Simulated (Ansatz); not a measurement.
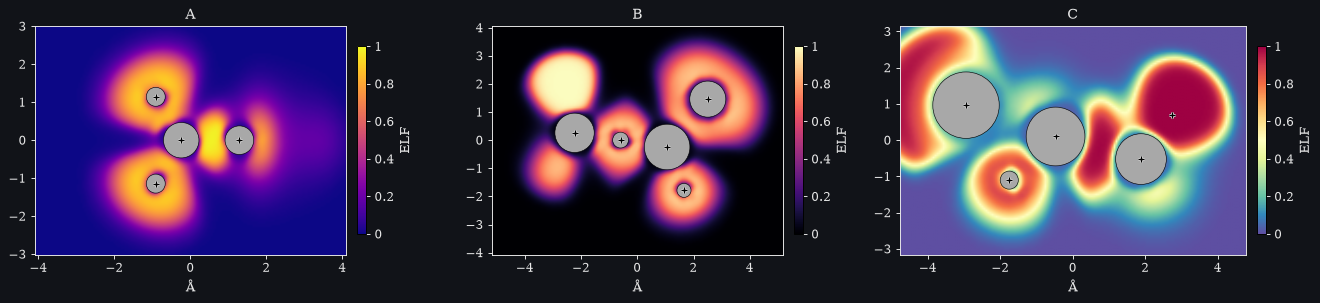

The electron localisation function of 3 systems, each on a plane through atoms (crosses mark nuclei in the plane; grey discs cover the cores).

Method: isolated molecule in a Gaussian basis; Kohn-Sham density functional theory, functional PBE0 (Ansatz 0.2.0).

System 1: CBClF2 (SMILES F[B-](F)=[C+]Cl), the plane of atoms F4, B2 and F5. Geometry: B3LYP-D3(BJ)/6-311G**.

```xyz
5

C    -0.5754   -0.6908    0.7878
B    -1.0791   -0.3772   -0.6364
Cl   -1.0966   -2.1387    1.4739
F    -0.3448   -0.7054   -1.6887
F    -2.1624    0.3650   -0.8101
```

System 2: AlBrFH3OSi (SMILES [F][Al]([Br])[O][SiH3]), the plane of atoms Br2, Al1 and O4. Geometry: B3LYP-D3(BJ)/def2-SVP.

```xyz
8

Al    0.7824   -0.7054    2.4228
Br    1.7005   -2.7408    2.5007
F     0.6036    0.1337    3.8386
O     0.2778   -0.0178    0.9819
Si   -0.2261    0.6468   -0.4490
H    -0.4299   -0.4278   -1.4616
H    -1.5111    1.3731   -0.2436
H     0.8046    1.6012   -0.9470
```

System 3: AlFGaH5Si, the plane of atoms F2, Al1 and Si4. Geometry: PBE0-D3(BJ)/pcseg-1.

```xyz
9

Al   -0.9242    0.8210   -0.6246
F    -1.5174   -0.8179   -0.8351
Ga   -1.6131    0.0899   -3.0420
Si   -0.2374    1.6723    1.5546
H    -2.1324    1.5011   -1.5792
H     0.0698    0.7559   -1.9816
H    -1.3654    1.6445    2.5363
H     0.2251    3.0901    1.4330
H     0.8904    0.8735    2.1263
```

### Which map belongs to which system?

Panel A is system 1, CBClF2: the plane holds C, B and F. B–F (1.32 Å): the ELF peaks at about 0.85 between the atoms; a shared but strongly polarised pair. Panel B is system 2, AlBrFH3OSi: the plane holds Al, Br, F, O and Si. Al–F (1.66 Å): the ELF peaks at about 0.85 in the valence shell of F, 0.6 Å from its nucleus, and is about 0.40 at the midpoint. Panel C is system 3, AlFGaH5Si: the plane holds Al, F, Ga, Si and H. Al–F (1.76 Å): the ELF peaks at about 0.85 in the valence shell of F, 0.6 Å from its nucleus, and is about 0.30 at the midpoint.
